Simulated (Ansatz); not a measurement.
## Geometry relaxation of InCl₃F

- system: InCl₃F, multiplicity 2
- method: UHF/def2-SVP (Ansatz 0.2.0)

It belongs to a series of runs on one base structure; here: end point A relaxed. Figures and captions count atoms from 1; the log counts them from 0 in places.

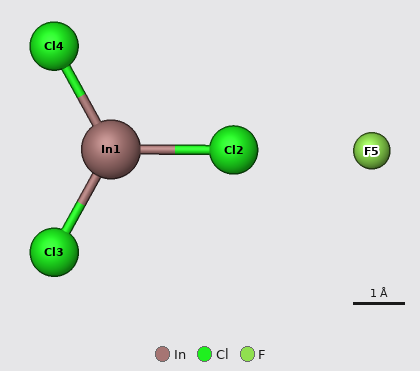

*The structure as given in the input (ball-and-stick view, seen on its broad side; atoms are numbered from 1 in the order of the input). Sticks mark near contacts.*

## Results in brief

```json
{"quantity": "outcome", "value": "converged"}
{"quantity": "total energy", "value": "−45353.8167 eV"}
{"quantity": "mean-field energy", "value": "−45353.8167 eV"}
{"quantity": "⟨S²⟩", "value": "0.752"}
{"quantity": "largest force (length of the vector) at the end", "value": "0.002 eV/Å"}
{"quantity": "hardware", "value": "2 threads of Arm Neoverse V2, 24 GiB of memory available, shared host"}
{"quantity": "wall time", "value": "36 s (CPU time 69 s)"}
{"quantity": "peak memory", "value": "0.34 GiB"}
```

## Input
```yaml
crystal:
  periodic: [false, false, false]
  atoms:
    - { symbol: In, position_ang: [-0.000294, -4.0e-06, -0.111541] }
    - { symbol: Cl, position_ang: [-0.001226, -5.5e-05, 2.295891] }
    - { symbol: Cl, position_ang: [2.036864, 1.3e-05, -1.225276] }
    - { symbol: Cl, position_ang: [-2.036637, 1.3e-05, -1.226812] }
    - { symbol: F, position_ang: [0.001293, 3.3e-05, 5.007738] }
magnetization:
  spin_polarized: true
  initial_magnetization: 1
basis:
  gaussian: { orbitals: def2-SVP }
hamiltonian:
  xc: hf
relax:
  f_tol: 0.03
  max_steps: 50
output:
  orbitals: {}
```

Run as:
```bash
ansatz run input.yaml --threads 2 --pin off --max-ram 3072MiB --backend cpu --events-out ev --progress --plain --runs-dir out
```

## Output
```
The last accepted step is kept in [file] (removed where the run ends without a failure and the disk answers)
Engine: ansatz 0.2.0, aarch64-unknown-linux-gnu
Functional definition: HF
  exchange = exact_x
  correlation = 0
1007 factors; integrals over basis functions are off by at most 2.4e-4 eV
mean field evaluation 1: about -45340.6927 eV, gradient 3.2e1 eV
mean field evaluation 2: about -45340.6987 eV, gradient 3.2e1 eV
mean field evaluation 4: about -45344.2281 eV, gradient 2.1e1 eV
mean field evaluation 8: about -45353.5682 eV, gradient 5.6e0 eV
mean field evaluation 16: about -45353.7051 eV, gradient 5.5e-5 eV
mean field evaluation 32: about -45353.6703 eV, gradient 7.5e-2 eV
mean field evaluation 64: about -45353.6692 eV, gradient 7.7e-2 eV
mean field evaluation 96: about -45331.6504 eV, gradient 5.7e1 eV
mean field evaluation 128: about -45353.7051 eV, gradient 3.4e-3 eV
mean field -45353.70507091 eV, -1666.7179195105 hartree, gradient 1.2e-7 eV, S^2 0.752663; 3 other end points of the search recorded, 0 dependent functions left out
the calculation of the forces begins
reference -45353.70507091 eV, -1666.7179195105 hartree; 41, 40 occupied and 53, 54 virtual orbitals, 1007 factors
relax step   1: F+E_penalty+E_count = -45353.70507091 eV  Δ(F+E_penalty+E_count) = +0.000e0 eV  max|allowed force component| = 1.360e0 eV/Å  Δτ_max = 0.0000 Å  (249 SCF iters, accepted)
these checks for a lower state are left out or cut short: starts, cluster_reference, orbital_swaps, neighbouring_geometries, increment
1007 factors; integrals over basis functions are off by at most 2.1e-4 eV
mean field evaluation 160: about -45353.7645 eV, gradient 9.4e-6 eV
mean field -45353.76453776 eV, -1666.7201048768 hartree, gradient 2.2e-7 eV, S^2 0.752513; 0 other end points of the search recorded, 0 dependent functions left out
the calculation of the forces begins
reference -45353.76453776 eV, -1666.7201048768 hartree; 41, 40 occupied and 53, 54 virtual orbitals, 1007 factors
relax step   2: F+E_penalty+E_count = -45353.76453776 eV  Δ(F+E_penalty+E_count) = -5.947e-2 eV  max|allowed force component| = 5.598e-1 eV/Å  Δτ_max = 0.0884 Å  (84 SCF iters, accepted)
these checks for a lower state are left out or cut short: starts, cluster_reference, orbital_swaps, neighbouring_geometries, increment
1007 factors; integrals over basis functions are off by at most 2.2e-4 eV
mean field -45353.79852141 eV, -1666.7213537531 hartree, gradient 1.7e-8 eV, S^2 0.752462; 0 other end points of the search recorded, 0 dependent functions left out
the calculation of the forces begins
reference -45353.79852141 eV, -1666.7213537531 hartree; 41, 40 occupied and 53, 54 virtual orbitals, 1007 factors
relax step   3: F+E_penalty+E_count = -45353.79852141 eV  Δ(F+E_penalty+E_count) = -3.398e-2 eV  max|allowed force component| = 1.071e-1 eV/Å  Δτ_max = 0.1384 Å  (87 SCF iters, accepted)
these checks for a lower state are left out or cut short: starts, cluster_reference, orbital_swaps, neighbouring_geometries, increment
1007 factors; integrals over basis functions are off by at most 2.2e-4 eV
mean field -45353.81059688 eV, -1666.7217975183 hartree, gradient 9.9e-9 eV, S^2 0.752434; 0 other end points of the search recorded, 0 dependent functions left out
the calculation of the forces begins
reference -45353.81059688 eV, -1666.7217975183 hartree; 41, 40 occupied and 53, 54 virtual orbitals, 1007 factors
relax step   4: F+E_penalty+E_count = -45353.81059688 eV  Δ(F+E_penalty+E_count) = -1.208e-2 eV  max|allowed force component| = 8.412e-2 eV/Å  Δτ_max = 0.1318 Å  (90 SCF iters, accepted)
these checks for a lower state are left out or cut short: starts, cluster_reference, orbital_swaps, neighbouring_geometries, increment
1007 factors; integrals over basis functions are off by at most 2.2e-4 eV
mean field evaluation 192: about -45353.8070 eV, gradient 9.0e-4 eV
mean field -45353.81511472 eV, -1666.7219635458 hartree, gradient 7.3e-9 eV, S^2 0.752423; 0 other end points of the search recorded, 0 dependent functions left out
the calculation of the forces begins
reference -45353.81511472 eV, -1666.7219635458 hartree; 41, 40 occupied and 53, 54 virtual orbitals, 1007 factors
relax step   5: F+E_penalty+E_count = -45353.81511472 eV  Δ(F+E_penalty+E_count) = -4.518e-3 eV  max|allowed force component| = 2.758e-2 eV/Å  Δτ_max = 0.1048 Å  (93 SCF iters, accepted)
these checks for a lower state are left out or cut short: starts, cluster_reference, orbital_swaps, neighbouring_geometries, increment
1007 factors; integrals over basis functions are off by at most 2.3e-4 eV
mean field -45353.81640401 eV, -1666.7220109267 hartree, gradient 3.5e-9 eV, S^2 0.752419; 0 other end points of the search recorded, 0 dependent functions left out
the calculation of the forces begins
reference -45353.81640401 eV, -1666.7220109267 hartree; 41, 40 occupied and 53, 54 virtual orbitals, 1007 factors
relax step   6: F+E_penalty+E_count = -45353.81640401 eV  Δ(F+E_penalty+E_count) = -1.289e-3 eV  max|allowed force component| = 8.089e-3 eV/Å  Δτ_max = 0.0759 Å  (94 SCF iters, accepted)
these checks for a lower state are left out or cut short: starts, cluster_reference, orbital_swaps, neighbouring_geometries, increment
1007 factors; integrals over basis functions are off by at most 2.3e-4 eV
mean field evaluation 224: about -45353.8167 eV, gradient 1.1e-5 eV
mean field -45353.81668950 eV, -1666.7220214181 hartree, gradient 1.4e-8 eV, S^2 0.752418; 0 other end points of the search recorded, 0 dependent functions left out
the calculation of the forces begins
reference -45353.81668950 eV, -1666.7220214181 hartree; 41, 40 occupied and 53, 54 virtual orbitals, 1007 factors
relax step   7: F+E_penalty+E_count = -45353.81668950 eV  Δ(F+E_penalty+E_count) = -2.855e-4 eV  max|allowed force component| = 2.414e-3 eV/Å  Δτ_max = 0.0461 Å  (100 SCF iters, accepted)
1007 factors; integrals over basis functions are off by at most 2.3e-4 eV
mean field evaluation 256: about -45353.8100 eV, gradient 9.3e-2 eV
mean field evaluation 288: about -45353.8129 eV, gradient 7.9e-3 eV
mean field evaluation 320: about -45119.4949 eV, gradient 1.1e2 eV
```

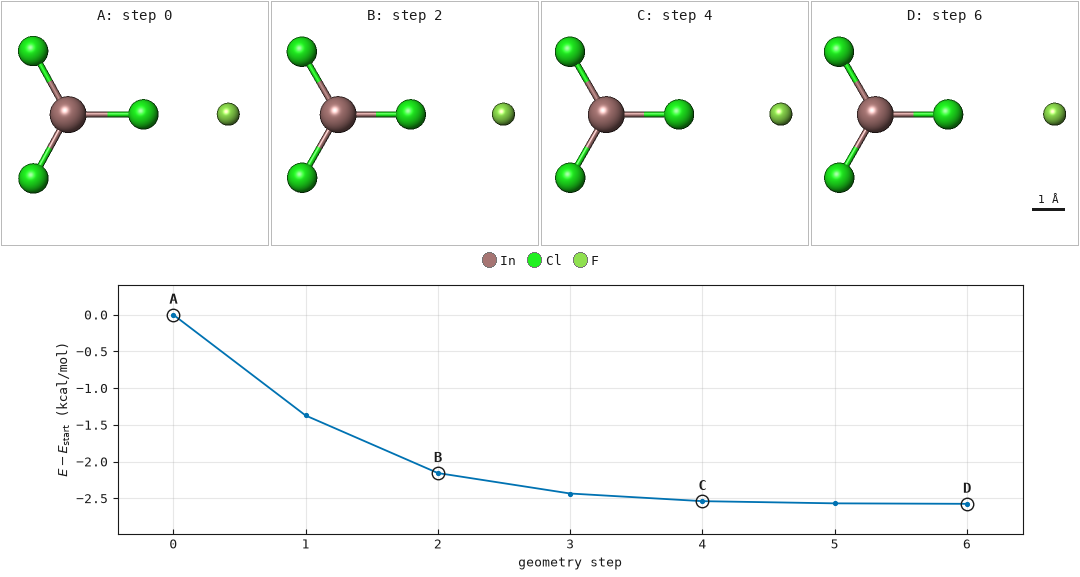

*Frames of the relaxation (ball-and-stick view, seen at a tilt) above the curves, on which the letters mark them (the first geometry is step 0 here and step 1 in the log).*

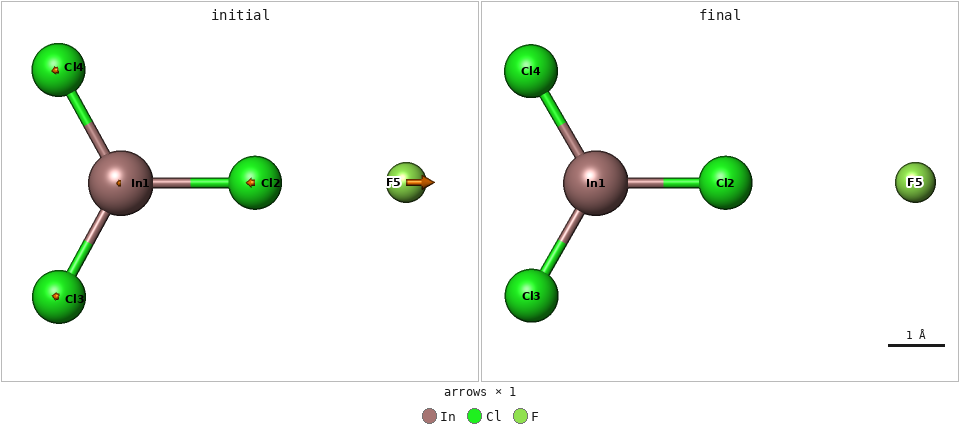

*Before (left) and after (right) the relaxation, at one scale (ball-and-stick view, seen at a tilt). The orange arrows give the displacements, at true length.*

The atom that moves furthest after the best rigid fit is F5 (0.53 Å). Largest moves by element: F 0.53 Å, Cl 0.17 Å, In 0.09 Å. Distances before and after: In1–Cl2 2.407 → 2.326 Å. Among the angles that change: Cl3–In1–Cl4 122.6° → 120.2°. Over 6 geometry steps the energy falls by 2.57 kcal/mol. Largest force component: 1.4 eV/Å at the start, 0.0024 eV/Å at the end. (Atoms are counted from 1 in the order of the input.)

```
mean field -45353.81668950 eV, -1666.7220214181 hartree, gradient 1.4e-8 eV, S^2 0.752418; 3 other end points of the search recorded, 0 dependent functions left out
the calculation of the forces begins
reference -45353.81668950 eV, -1666.7220214181 hartree; 41, 40 occupied and 53, 54 virtual orbitals, 1007 factors
Total energy: -45353.81668950 eV, -1666.7220214181 hartree
Atom 0 at    -0.000451    -0.000012    -0.200386 Å, force     0.000001    -0.000000    -0.000148 eV/Å
Atom 1 at    -0.001630    -0.000073     2.125392 Å, force    -0.000020    -0.000001    -0.002173 eV/Å
Atom 2 at     2.014778     0.000018    -1.358019 Å, force    -0.000326     0.000000    -0.000038 eV/Å
Atom 3 at    -2.014537     0.000018    -1.360007 Å, force     0.000329     0.000000    -0.000055 eV/Å
Atom 4 at     0.001840     0.000048     5.533020 Å, force     0.000016     0.000001     0.002414 eV/Å
Dipole moment:     0.000010     0.000001    -0.020781 e Å
```

## Trajectory as extended XYZ (Å, eV, eV/Å), 7 frames, from step=1 to step=7
```
5
Properties=species:S:1:pos:R:3:forces:R:3 step=1 energy=-45353.70507
In   -0.0003    0.0000   -0.1115   -0.0007   0.0000   1.0830
Cl   -0.0012   -0.0001    2.2959    0.0001   0.0000  -1.3598
Cl    2.0369    0.0000   -1.2253   -0.0301   0.0000  -0.0091
Cl   -2.0366    0.0000   -1.2268    0.0304   0.0000  -0.0089
F     0.0013    0.0000    5.0077    0.0003   0.0000   0.2947
5
Properties=species:S:1:pos:R:3:forces:R:3 step=2 energy=-45353.76454
In   -0.0003    0.0000   -0.0799    0.0003   0.0000  -0.5598
Cl   -0.0013   -0.0001    2.2075   -0.0005   0.0000   0.5094
Cl    2.0254    0.0000   -1.2111    0.0457   0.0000  -0.0696
Cl   -2.0252    0.0000   -1.2126   -0.0458   0.0000  -0.0697
F     0.0014    0.0000    5.0361    0.0002   0.0000   0.1896
5
Properties=species:S:1:pos:R:3:forces:R:3 step=3 energy=-45353.79852
In   -0.0003    0.0000   -0.1107    0.0000   0.0000  -0.0749
Cl   -0.0013   -0.0001    2.2109   -0.0001   0.0000  -0.0266
Cl    2.0156    0.0000   -1.2665    0.0008   0.0000  -0.0028
Cl   -2.0154    0.0000   -1.2681   -0.0008   0.0000  -0.0028
F     0.0014    0.0000    5.1745    0.0001   0.0000   0.1071
5
Properties=species:S:1:pos:R:3:forces:R:3 step=4 energy=-45353.81060
In   -0.0004    0.0000   -0.1438    0.0000   0.0000   0.0231
Cl   -0.0014   -0.0001    2.1846    0.0000   0.0000  -0.0841
Cl    2.0144    0.0000   -1.3027   -0.0048   0.0000   0.0060
Cl   -2.0141    0.0000   -1.3044    0.0048   0.0000   0.0059
F     0.0016    0.0000    5.3062    0.0001   0.0000   0.0491
5
Properties=species:S:1:pos:R:3:forces:R:3 step=5 energy=-45353.81511
In   -0.0004    0.0000   -0.1705    0.0000   0.0000   0.0076
Cl   -0.0015   -0.0001    2.1560    0.0000   0.0000  -0.0276
Cl    2.0152    0.0000   -1.3273   -0.0006   0.0000  -0.0002
Cl   -2.0150    0.0000   -1.3292    0.0006   0.0000  -0.0002
F     0.0017    0.0000    5.4111    0.0000   0.0000   0.0204
5
Properties=species:S:1:pos:R:3:forces:R:3 step=6 energy=-45353.81640
In   -0.0004    0.0000   -0.1887    0.0000   0.0000  -0.0006
Cl   -0.0016   -0.0001    2.1371    0.0000   0.0000  -0.0081
Cl    2.0146    0.0000   -1.3467    0.0000   0.0000   0.0005
Cl   -2.0143    0.0000   -1.3486    0.0000   0.0000   0.0005
F     0.0018    0.0000    5.4869    0.0000   0.0000   0.0077
5
Properties=species:S:1:pos:R:3:forces:R:3 step=7 energy=-45353.81669
In   -0.0005    0.0000   -0.2004    0.0000   0.0000  -0.0001
Cl   -0.0016   -0.0001    2.1254    0.0000   0.0000  -0.0022
Cl    2.0148    0.0000   -1.3580   -0.0003   0.0000   0.0000
Cl   -2.0145    0.0000   -1.3600    0.0003   0.0000  -0.0001
F     0.0018    0.0000    5.5330    0.0000   0.0000   0.0024
```

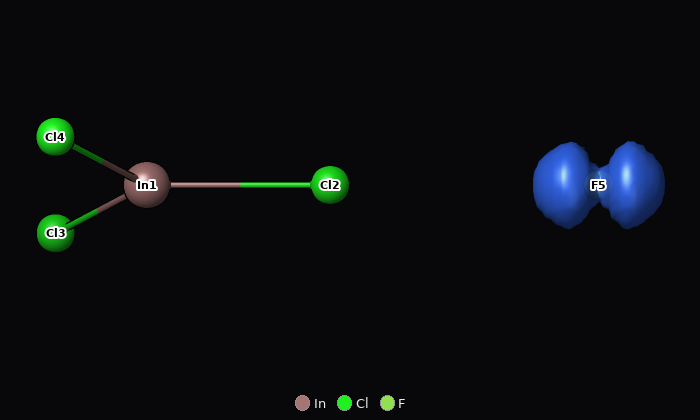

*Isosurfaces of the spin density at +0.2 (blue) and −0.2 e/Å³ (red), seen from the side.*

The unpaired spin (1 electron) lies mostly on F5 (about 1.0), in electrons by Hirshfeld's partition. Only one sign reaches the isovalue.

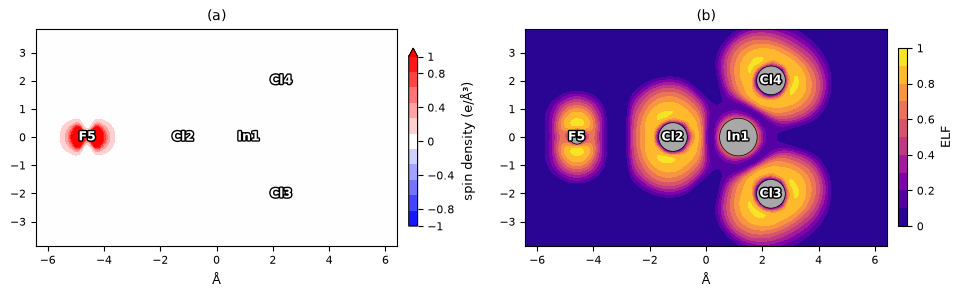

*(a) spin density; (b) ELF on the molecular plane. Grey discs, where drawn, cover atomic cores.*

In–Cl (2.32 Å): the ELF peaks at about 0.85 in the valence shell of Cl, 0.8 Å from its nucleus, and drops to about 0.15 between the two atoms. Cl–F (3.41 Å): the ELF is about 0.05 at the midpoint. The unpaired spin (1 electron) lies mostly on F5 (about 1.0), in electrons by Hirshfeld's partition.
